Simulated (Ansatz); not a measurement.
# TaSi2As4 monolayer in a perpendicular field, part 3 of 4

Aim: how the TaSi2As4 monolayer screens a field along its normal, and what the field does to its bands. A positive field points along +c.

Ansatz 0.2.0; plane-wave DFT, r2SCAN-D4, Ansatz PAW.

So far. Step 4 (Single point, field 0.03 V/Å): The dipole is 0.0227 e·Å. Step 5 (Atoms held, field -0.03 V/Å): The dipole is -0.0227 e·Å.

## 6. Atoms held, field 0.15 V/Å

File input.yaml:

```yaml
crystal:
  lattice:
    - [3.652650717, 0.0, 0.0]
    - [-1.8263253585, 3.163288312, 0.0]
    - [0.0, 0.0, 27.8704672147]
  atoms:
    - { symbol: As, position: [0.0, 0.0, 0.3229224659] }
    - { symbol: Si, position: [0.3333333333, 0.6666666667, 0.3613309838], spin: 0.01 }
    - { symbol: As, position: [0.3333333333, 0.6666666667, 0.4454014227], spin: -0.01 }
    - { symbol: Ta, position: [0.0, 0.0, 0.5], spin: 0.29 }
    - { symbol: As, position: [0.3333333333, 0.6666666667, 0.5545985773], spin: -0.01 }
    - { symbol: Si, position: [0.3333333333, 0.6666666667, 0.6386690162], spin: 0.01 }
    - { symbol: As, position: [0.0, 0.0, 0.6770775341] }
magnetization:
  spin_polarized: true
kpoints:
  mp_grid: { grid: [18, 18, 1] }
  band_path:
    path: [[0, 0, 0], [0.5, 0, 0], [0.33333333, 0.33333333, 0], [0, 0, 0]]
    npoints: 16
hamiltonian:
  xc: r2scan
  dispersion: d4
scf:
  occupations: { method: fermi_dirac, width: 0.05 }
  convergence: { dr2_threshold: 1.0e-10 }
efield:
  axis: 3
  dipole_correction: true
  ramp_position: 0.9602
  ramp_width: 0.0797
  amplitude: 0.15
output:
  write_potential: true
  write_density: true
  volumetric_format: npy
```

Launch:

```sh
> ansatz run input.yaml --threads 4 --pin off --max-ram 12288MiB --backend cpu --events-out ev --progress --plain --runs-dir out
```

Numbers of over 12 decimals in the logs are rounded to 6 here.

The log of the run:

```text
[...]
Crystal: 7 atoms, lattice volume = 322.026 Å³
Basis set: ecut = 500 eV, 8273 PW (Γ), exchange–correlation on 108×108×864 points (64 copies of the dense FFT grid, shifted against one another)
Bands: 49, of which v1, the nominal top of the filled ones, is band 41 counted from 1 (40 counted from 0)
Symmetry: 6 space group operations
[...]
k-point 0 ↑: bands = [... 37 lower, 0.6622, 1.1228, 1.1228, 1.8429, 4.1309, 4.2394, 4.5683, 4.5683, ... 4 higher]
  k-point 1 ↑: bands = [... 37 lower, 0.5774, 1.0495, 1.0568, 1.8565, 4.3336, 4.4114, 4.6100, 4.6711, ... 4 higher]
  k-point 2 ↑: bands = [... 37 lower, 0.3672, 0.8799, 0.8890, 1.8114, 4.1459, 4.2079, 4.8512, 4.9464, ... 4 higher]
  k-point 36 ↓: bands = [... 37 lower, -1.1246, -0.1233, 0.7091, 2.6489, 3.4977, 3.8241, 3.8404, 4.6374, ... 4 higher]
[key lines of the parts left out:]
SCF converged after 19 iterations
Magnetization: 0.5878 μB (40.7939 up, 40.2061 down)
Free energy (F): -30682.891643 eV
Fermi energy:    1.727810 eV
Dipole field:    D = 0.063804 V/Å  (p = 0.113547 e·Å, saw-weighted, corrected)
```

The job ended after 41 s (4 threads of AMD EPYC 9R45 (Zen 5), shared host; peak memory 2.4 GiB).

The dipole is 0.114 e·Å.

## 7. Single point, field 0.25 V/Å

Edit input.yaml of step 6 so:

```diff
@@ -31,3 +31,3 @@
   ramp_width: 0.0797
-  amplitude: 0.15
+  amplitude: 0.25
 output:
```

The log of the run:

```text
[...]
Crystal: 7 atoms, lattice volume = 322.026 Å³
Basis set: ecut = 500 eV, 8273 PW (Γ), exchange–correlation on 108×108×864 points (64 copies of the dense FFT grid, shifted against one another)
Bands: 49, of which v1, the nominal top of the filled ones, is band 41 counted from 1 (40 counted from 0)
Symmetry: 6 space group operations
[...]
k-point 0 ↑: bands = [... 37 lower, 0.6682, 1.1225, 1.1225, 1.8422, 4.1087, 4.2581, 4.5589, 4.5589, ... 4 higher]
  k-point 1 ↑: bands = [... 37 lower, 0.5834, 1.0482, 1.0564, 1.8558, 4.3111, 4.4286, 4.5961, 4.6598, ... 4 higher]
  k-point 2 ↑: bands = [... 37 lower, 0.3724, 0.8793, 0.8872, 1.8106, 4.1227, 4.2261, 4.8429, 4.9510, ... 4 higher]
  k-point 36 ↓: bands = [... 37 lower, -1.1277, -0.1259, 0.7099, 2.6469, 3.4950, 3.8222, 3.8369, 4.6373, ... 4 higher]
[key lines of the parts left out:]
SCF converged after 19 iterations
Magnetization: 0.5872 μB (40.7936 up, 40.2064 down)
Free energy (F): -30682.906784 eV
Fermi energy:    1.726324 eV
Dipole field:    D = 0.106352 V/Å  (p = 0.189268 e·Å, saw-weighted, corrected)
```

Wall time 42 s (4 threads); peak memory 2.4 GiB; 2.7 min of CPU time.

The dipole is 0.189 e·Å.

## 8. Single point, field -0.25 V/Å

Edit input.yaml of step 7 so:

```diff
@@ -31,4 +31,6 @@
   ramp_width: 0.0797
-  amplitude: 0.25
+  amplitude: -0.25
 output:
+  dos: { projected: true, e_range: [-6, 5] }
+  bader: true
   write_potential: true
@@ -36 +38,2 @@
   volumetric_format: npy
+  elf: true
```

The log of the run:

```text
[...]
Crystal: 7 atoms, lattice volume = 322.026 Å³
Basis set: ecut = 500 eV, 8273 PW (Γ), exchange–correlation on 108×108×864 points (64 copies of the dense FFT grid, shifted against one another)
Bands: 49, of which v1, the nominal top of the filled ones, is band 41 counted from 1 (40 counted from 0)
Symmetry: 6 space group operations
[...]
--- Bader charges: 7 sites ---
  site symbol  charge [e]  shift [e]    m [muB]
     0     As     -0.8671     0.0165     0.0095
     1     Si      1.2404     0.0253     0.0160
     2     As     -1.0904     0.0111     0.0504
     3     Ta      1.4628     0.0047     0.4368
     4     As     -1.0810     0.0103     0.0495
     5     Si      1.2480     0.0256     0.0157
     6     As     -0.9127     0.0177     0.0092
  estimated error of the sums over rays = 9.2e-4 e
[key lines of the parts left out:]
SCF converged after 19 iterations
Magnetization: 0.5872 μB (40.7936 up, 40.2064 down)
Free energy (F): -30682.906784 eV
Fermi energy:    1.726724 eV
Dipole field:    D = -0.106352 V/Å  (p = -0.189268 e·Å, saw-weighted, corrected)
```

Wall time 54 s (4 threads); peak memory 2.4 GiB.

The dipole is -0.189 e·Å.

## 9. Response, atoms held

This step: plane-wave DFT, r2SCAN-D4, Ansatz PAW; response to a field along the normal, atoms held (Ansatz 0.2.0).

The dipoles give the slope, and the difference of two potentials shows where the field is screened.

Numbers from this step:

```yaml
equivalent_conductor_thickness_p_eps_0ae: 11.85 Å
distance_between_the_outer_atoms: 9.870 Å
```

Table of dipole of the cell by applied field:

| applied field (V/Å) | dipole of the cell (e·Å) |
| --- | --- |
| -0.250 | -0.189 |
| -0.030 | -0.0227 |
| 0.000 | 0 |
| 0.030 | 0.0227 |
| 0.150 | 0.114 |
| 0.250 | 0.189 |

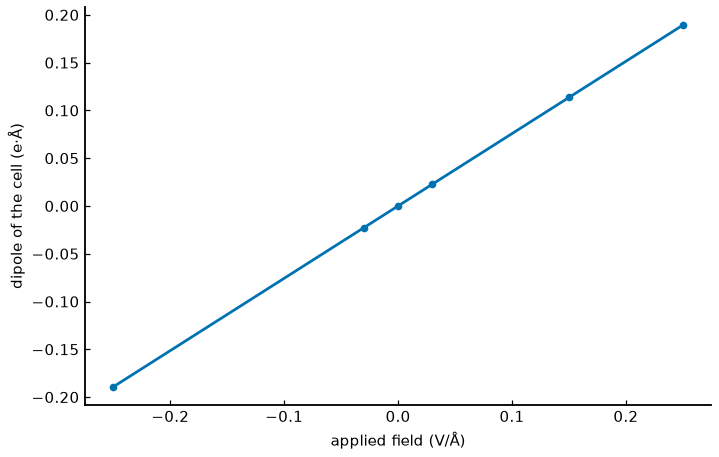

Dipole of the cell, plotted against applied field.

The total moment stays at 0.588 μB for applied field from -0.25 to 0.25 V/Å.

Local field over the applied field, running mean. From the potentials at -0.03 and 0.03 V/Å; running mean over 2.5 Å. Local field over applied field against z:

| z (Å) | local field over applied field |
| --- | --- |
| 5 | 0.995 |
| 6 | 0.957 |
| 7 | 0.768 |
| 8 | 0.423 |
| 9 | 0.119 |
| 10 | 0.0628 |
| 11 | 0.0812 |
| 12 | 0.0545 |
| 13 | 0.0373 |
| 14 | 0.0240 |
| 15 | 0.0376 |
| 16 | 0.0622 |
| 17 | 0.0774 |
| 18 | 0.0629 |
| 19 | 0.146 |
| 20 | 0.470 |
| 21 | 0.805 |
| 22 | 0.967 |
| 23 | 0.996 |

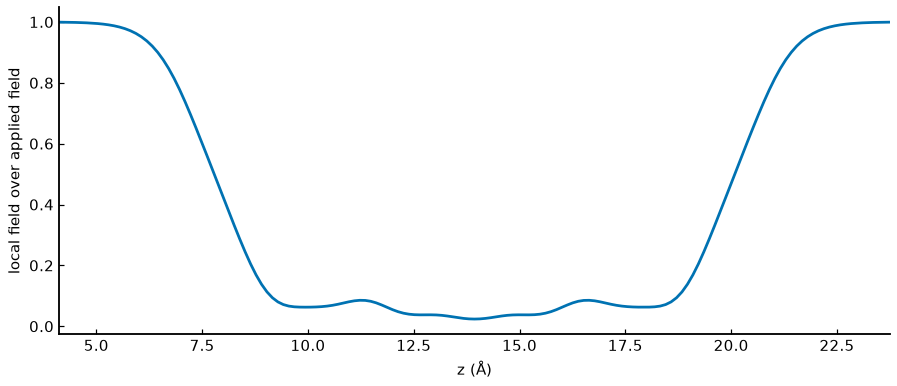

Local field over applied field against z.

The induced electron density oscillates, so the rows of the table below give means over windows of 1 Å about each position, cut where the curve ends. Its maxima inside the range that stand out by 2 % of the span (Å: e/Å³ per V/Å): 7.9: 0.00355, 11.1: 6.9e-4, 12.3: 7.3e-4, 14.5: 9.1e-4, 16.1: 4.0e-5, 17.7: 0.00162. Its minima: 10.2: -0.00162, 11.7: -4.0e-5, 13.4: -9.1e-4, 15.6: -7.3e-4, 16.8: -6.9e-4, 20.0: -0.00354.

Electrons, planar mean, per unit field. Induced electron density against z; means over each step:

| z (Å) | induced electron density (e/Å³ per V/Å) |
| --- | --- |
| 5 | 2.5e-5 |
| 6 | 2.4e-4 |
| 7 | 0.00153 |
| 8 | 0.00295 |
| 9 | 8.3e-4 |
| 10 | -7.7e-4 |
| 11 | 3.0e-4 |
| 12 | 3.5e-4 |
| 13 | -1.7e-4 |
| 14 | 1.1e-4 |
| 15 | -2.7e-5 |
| 16 | -3.1e-4 |
| 17 | -1.1e-4 |
| 18 | 5.4e-4 |
| 19 | -9.6e-4 |
| 20 | -0.00306 |
| 21 | -0.00125 |
| 22 | -1.8e-4 |
| 23 | -1.9e-5 |

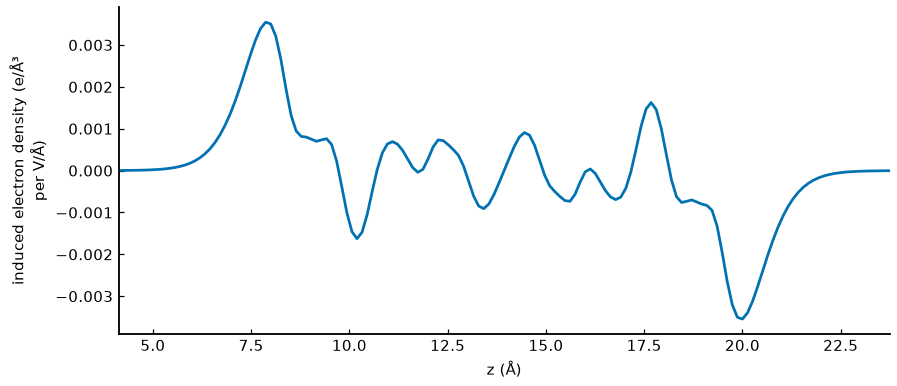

Induced electron density, plotted against z.

By hand: between -0.03 and 0.03 V/Å the dipole changes by 0.04541 e·Å, a slope of 0.7569 e·Å²/V. A perfect conductor of thickness t has p = ε₀AEt, so t = 180.95 × 0.7569 / 11.554 = 11.85 Å (e/ε₀ = 180.95 V·Å, A in Å²).

The induced dipole is that of a conductor 11.85 Å thick.

## 10. Relaxing in the field, field 0.1 V/Å

This step: plane-wave DFT, r2SCAN-D4, Ansatz PAW (Ansatz 0.2.0).

Now the atoms may follow the field. A weak field makes forces of meV/Å to tens of meV/Å, so the force tolerance is set well below the usual one.

Edit input.yaml of step 8 so:

```diff
@@ -16,6 +16,3 @@
 kpoints:
-  mp_grid: { grid: [18, 18, 1] }
-  band_path:
-    path: [[0, 0, 0], [0.5, 0, 0], [0.33333333, 0.33333333, 0], [0, 0, 0]]
-    npoints: 16
+  mp_grid: { grid: [12, 12, 1] }
 hamiltonian:
@@ -31,6 +28,7 @@
   ramp_width: 0.0797
-  amplitude: -0.25
+  amplitude: 0.1
+relax:
+  f_tol: 0.001
+  max_steps: 60
 output:
-  dos: { projected: true, e_range: [-6, 5] }
-  bader: true
   write_potential: true
@@ -38,2 +36 @@
   volumetric_format: npy
-  elf: true
```

The log of the run:

```text
[...]
Crystal: 7 atoms, lattice volume = 322.026 Å³
Basis set: ecut = 500 eV, 8273 PW (Γ), exchange–correlation on 108×108×864 points (64 copies of the dense FFT grid, shifted against one another)
Bands: 49, of which v1, the nominal top of the filled ones, is band 41 counted from 1 (40 counted from 0)
Symmetry: 6 space group operations
k-points: 19 of 144 (time reversal used)
[...]
Starting moments: Σ|m| = 0.33 μB on 5 of 7 sites
[...]
SCF iter   1: F=—  HF=-30677.073321 eV  |F-HF|=—  |Δ(HF+E_count)|=         —  Δρ=1.25e-2 (↑1.25e-2 ↓1.25e-2)  dr2=3.64e0  dr2_τ=1.09e-2  dr2_m=1.83e-3  M=0.187 μB ∫|m|=0.220 μB  β_m=0.84  ethr=3.10e-3  p=-0.000 e·Å  D=-4.32e-10 V/Å  ΔV_dip=0.00 eV  dr2_dipole=5.52e-1  V_vac-E_F(+/−)=7.29/4.79 eV  ⟨swp⟩=10.0  Hψ=8126  notcnv=0
[...]
SCF iter  19: F=-30682.886303 eV  HF=-30682.886303 eV  |F-HF|=3.82e-10  |Δ(HF+E_count)|=  3.93e-10  Δρ=6.16e-8 (↑6.16e-8 ↓6.06e-8)  dr2=3.33e-11  dr2_τ=1.83e-13  dr2_m=1.30e-13  M=0.580 μB ∫|m|=0.657 μB  ethr=1.00e-12  p=0.076 e·Å  D=4.25e-2 V/Å  ΔV_dip=-1.19 eV  dr2_dipole=2.29e-15  V_vac-E_F(+/−)=5.66/4.35 eV  ⟨swp⟩=5.5  Hψ=8582  notcnv=0
SCF 1 converged in 19 iterations: F = -30682.886303 eV  dr2 = 3.33e-11
[...]
relax step   1: F+E_penalty+E_count = -30682.88630269 eV  Δ(F+E_penalty+E_count) = +0.000e0 eV  max|allowed force component| = 1.594e-2 eV/Å  Δτ_max = 0.0000 Å  (19 SCF iters, accepted)
[...]
SCF iter   8: F=-30682.886316 eV  HF=-30682.886316 eV  |F-HF|=4.37e-11  |Δ(HF+E_count)|=  1.75e-10  Δρ=5.08e-8 (↑5.08e-8 ↓3.82e-8)  dr2=1.77e-11  dr2_τ=1.18e-13  dr2_m=1.65e-12  M=0.580 μB ∫|m|=0.657 μB  ethr=1.00e-12  p=0.076 e·Å  D=4.27e-2 V/Å  ΔV_dip=-1.19 eV  dr2_dipole=1.16e-13  V_vac-E_F(+/−)=5.66/4.35 eV  ⟨swp⟩=6.0  Hψ=9208  notcnv=0
SCF 2 converged in 8 iterations: F = -30682.886316 eV  dr2 = 1.77e-11
relax step   2: F+E_penalty+E_count = -30682.88631639 eV  Δ(F+E_penalty+E_count) = -1.370e-5 eV  max|allowed force component| = 2.451e-3 eV/Å  Δτ_max = 0.0006 Å  (8 SCF iters, accepted)
SCF iter   1: F=—  HF=-30682.886221 eV  |F-HF|=—  |Δ(HF+E_count)|=         —  Δρ=7.72e-6 (↑6.37e-6 ↓7.72e-6)  dr2=5.04e-7  dr2_τ=1.44e-6  dr2_m=1.66e-8  M=0.580 μB ∫|m|=0.657 μB  β_m=1.00  ethr=4.85e-8  p=0.076 e·Å  D=4.27e-2 V/Å  ΔV_dip=-1.19 eV  dr2_dipole=8.84e-8  V_vac-E_F(+/−)=5.66/4.35 eV  ⟨swp⟩=2.0  Hψ=2976  notcnv=0  defer=91
[...]
SCF iter   7: F=-30682.886317 eV  HF=-30682.886317 eV  |F-HF|=2.26e-10  |Δ(HF+E_count)|=  5.93e-10  Δρ=1.07e-7 (↑1.07e-7 ↓8.39e-8)  dr2=3.51e-11  dr2_τ=1.29e-12  dr2_m=1.68e-11  M=0.580 μB ∫|m|=0.657 μB  ethr=1.00e-12  p=0.076 e·Å  D=4.27e-2 V/Å  ΔV_dip=-1.19 eV  dr2_dipole=3.70e-19  V_vac-E_F(+/−)=5.66/4.35 eV  ⟨swp⟩=5.9  Hψ=9711  notcnv=0
SCF 3 converged in 7 iterations: F = -30682.886317 eV  dr2 = 3.51e-11
relax step   3: F+E_penalty+E_count = -30682.88631698 eV  Δ(F+E_penalty+E_count) = -5.827e-7 eV  max|allowed force component| = 1.368e-3 eV/Å  Δτ_max = 0.0003 Å  (7 SCF iters, accepted)
SCF iter   1: F=—  HF=-30682.886317 eV  |F-HF|=—  |Δ(HF+E_count)|=         —  Δρ=2.92e-6 (↑2.63e-6 ↓2.92e-6)  dr2=5.62e-8  dr2_τ=1.44e-7  dr2_m=2.52e-9  M=0.580 μB ∫|m|=0.657 μB  β_m=1.00  ethr=1.06e-9  p=0.076 e·Å  D=4.27e-2 V/Å  ΔV_dip=-1.19 eV  dr2_dipole=2.05e-12  V_vac-E_F(+/−)=5.66/4.35 eV  ⟨swp⟩=2.5  Hψ=3133  notcnv=0  defer=91
[...]
SCF iter   7: F=-30682.886317 eV  HF=-30682.886317 eV  |F-HF|=2.47e-10  |Δ(HF+E_count)|=  2.29e-10  Δρ=7.44e-8 (↑7.44e-8 ↓6.54e-8)  dr2=7.57e-12  dr2_τ=9.09e-13  dr2_m=1.14e-11  M=0.580 μB ∫|m|=0.657 μB  ethr=1.00e-12  p=0.076 e·Å  D=4.27e-2 V/Å  ΔV_dip=-1.19 eV  dr2_dipole=5.61e-14  V_vac-E_F(+/−)=5.66/4.35 eV  ⟨swp⟩=5.9  Hψ=8995  notcnv=0
SCF 4 converged in 7 iterations: F = -30682.886317 eV  dr2 = 7.57e-12
relax step   4: F+E_penalty+E_count = -30682.88631711 eV  Δ(F+E_penalty+E_count) = -1.377e-7 eV  max|allowed force component| = 1.460e-4 eV/Å  Δτ_max = 0.0001 Å  (7 SCF iters, accepted)
[...]
the band table was solved once a step of the walk had ended and its energy, with any forces and stress, was formed, with the checks that follow a solve (7675 applications of the Hamiltonian). They found nothing against the state; the energy, forces and stress were not computed again (output.eigenvalues in the input reference)
[...]
SCF iter   2: F=-30682.886317 eV  HF=-30682.886317 eV  |F-HF|=4.00e-11  |Δ(HF+E_count)|=  7.64e-11  Δρ=5.60e-8 (↑5.60e-8 ↓4.33e-8)  dr2=5.51e-12  dr2_τ=3.27e-13  dr2_m=5.19e-12  M=0.580 μB ∫|m|=0.657 μB  ethr=1.00e-12  p=0.076 e·Å  D=4.27e-2 V/Å  ΔV_dip=-1.19 eV  dr2_dipole=5.79e-14  V_vac-E_F(+/−)=5.66/4.35 eV  ⟨swp⟩=6.0  Hψ=8917  notcnv=0
SCF 5 converged in 2 iterations: F = -30682.886317 eV  dr2 = 5.51e-12
[...]
SCF converged after 2 iterations
[...]
Magnetization: 0.5804 μB (40.7902 up, 40.2098 down)
Absolute magnetization: 0.6562 μB (∫|ρ↑−ρ↓|, with the PAW one-centre terms)
[...]
Per-site moments (μB) at R_I (Å): [(0.00355612, 0.975684), (0.010584, 0.966061), (-0.00884216, 0.966061), (0.288541, 1.072668), (-0.00878736, 0.966981), (0.010815, 0.966981), (0.00366117, 0.975463)]
Free energy (F): -30682.886317 eV
[...]
Internal energy: -30682.871431 eV  (E = F + TS)
E sigma→0 (E₀):  -30682.878874 eV
Entropy (-TS):   -0.014886 eV (-2.127 meV/atom)
Fermi energy:    1.716810 eV
Dipole field:    D = 0.042709 V/Å  (p = 0.076005 e·Å, saw-weighted, corrected)
Work function:   not extracted (applied field tilts the vacuum); planar V_es + V_field profile in the machine report
[...]
--- Forces (eV/Å), atoms counted from 1 ---
  atom   1  As     0.00000000    -0.00000000    -0.00004904
  atom   2  Si     0.00000000     0.00000000     0.00004360
  atom   3  As     0.00000000    -0.00000000     0.00014857
  atom   4  Ta     0.00000000    -0.00000000     0.00002765
  atom   5  As    -0.00000000    -0.00000000    -0.00007409
  atom   6  Si     0.00000000     0.00000000    -0.00007167
  atom   7  As     0.00000000    -0.00000000    -0.00002624
  max |Σ_I F_I| component: 1.21e-6 eV/Å
--- Band table (eV; the first three rows and the last of 38) ---
  k-point 0 ↑: bands = [... 37 lower, 0.6602, 1.1233, 1.1233, 1.8465, 4.1427, 4.2304, 4.5720, 4.5720, ... 4 higher]
  k-point 1 ↑: bands = [... 37 lower, 0.4804, 0.9801, 0.9808, 1.8497, 4.2804, 4.3273, 4.7876, 4.8184, ... 4 higher]
  k-point 2 ↑: bands = [... 37 lower, 0.1587, 0.6391, 0.6499, 1.6708, 3.8858, 3.9698, 4.8530, 4.8681, ... 4 higher]
  k-point 18 ↓: bands = [... 37 lower, -1.1238, -0.1227, 0.7084, 2.6491, 3.4984, 3.8210, 3.8410, 4.6373, ... 4 higher]
--- Relaxed structure (4 steps of the walk, 4 accepted, 0 SCFs on fresh bases) ---
  F+E_penalty+E_count = -30682.88631711 eV   max|allowed force component| = 1.460e-4 eV/Å
  atoms:
    - { symbol: As, position: [1.0573552618554993e-17, -5.135725556199064e-17, 0.322919] }
    - { symbol: Si, position: [0.333333, 0.666667, 0.361351] }
    - { symbol: As, position: [0.333333, 0.666667, 0.445382] }
    - { symbol: Ta, position: [1.0573552618554993e-17, -5.135725556199064e-17, 0.499992] }
    - { symbol: As, position: [0.333333, 0.666667, 0.554582] }
    - { symbol: Si, position: [0.333333, 0.666667, 0.638692] }
    - { symbol: As, position: [1.0573552618554993e-17, -5.135725556199064e-17, 0.677083] }
```

Elapsed: 45 s, on 4 threads; peak memory 1.9 GiB.

No atom moved by 0.005 Å in the relaxation.

This step gave:

```
energy at zero smearing : -30682.8789 eV
total moment            : 0.5804 μB
site moments            : 0.003556, 0.01058, -0.008842, 0.2885, -0.008787, 0.01081, 0.003661 μB
dipole along the normal : 0.07601 e·Å
```

The relaxation took 4 steps and lowered the energy by 1.4e-5 eV; the largest force on the free atoms ends at 1.5e-4 eV/Å.

The dipole is 0.0760 e·Å.

## 11. Field on, atoms free, field -0.1 V/Å

The opposite sign, again from the field-free geometry; the difference of the two cancels what relaxes without a field.

Edit input.yaml of step 10 so:

```diff
@@ -28,3 +28,3 @@
   ramp_width: 0.0797
-  amplitude: 0.1
+  amplitude: -0.1
 relax:
```

The log of the run:

```text
[...]
Crystal: 7 atoms, lattice volume = 322.026 Å³
Basis set: ecut = 500 eV, 8273 PW (Γ), exchange–correlation on 108×108×864 points (64 copies of the dense FFT grid, shifted against one another)
Bands: 49, of which v1, the nominal top of the filled ones, is band 41 counted from 1 (40 counted from 0)
Symmetry: 6 space group operations
[...]
- { symbol: Si, position: [0.333333, 0.666667, 0.361308] }
    - { symbol: As, position: [0.333333, 0.666667, 0.445418] }
    - { symbol: Ta, position: [1.0573552618554987e-17, -5.135725556199065e-17, 0.500008] }
    - { symbol: As, position: [0.333333, 0.666667, 0.554618] }
    - { symbol: Si, position: [0.333333, 0.666667, 0.638649] }
    - { symbol: As, position: [1.0573552618554993e-17, -5.135725556199064e-17, 0.677081] }
[key lines of the parts left out:]
SCF converged after 2 iterations
Magnetization: 0.5804 μB (40.7902 up, 40.2098 down)
Free energy (F): -30682.886317 eV
Fermi energy:    1.716970 eV
Dipole field:    D = -0.042709 V/Å  (p = -0.076005 e·Å, saw-weighted, corrected)
```

Wall time 46 s (4 threads); peak memory 1.8 GiB; 2.9 min of CPU time.

Hardly anything moved in the relaxation; the energy changed by under 0.2 meV an atom.

Numbers from this step:

| Quantity | Value |
| --- | --- |
| site moments | 0.003661, 0.01081, -0.008787, 0.2885, -0.008842, 0.01058, 0.003556 μB |
| dipole along the normal | -0.07601 e·Å |

The relaxation took 4 steps and lowered the energy by 1.4e-5 eV; the largest force on the free atoms ends at 1.5e-4 eV/Å.

The dipole is -0.0760 e·Å.

(Continued in part 4 of 4.)

[Logs are printed without paths, hosts, clocks, repeated set-up lines and the standing remarks that a program may print on its own settings, such as how far it seeks lower states.]

[Hosts, paths, dates, database ids (printed as entryN), source tags and the programs' standing remarks are cut or masked in the printed files.]

[Maps of the electrostatic potential energy from Ansatz leave out the sawtooth potential of an applied field or a dipole correction, so their vacuum need not be flat; planar profiles and work functions include it.]
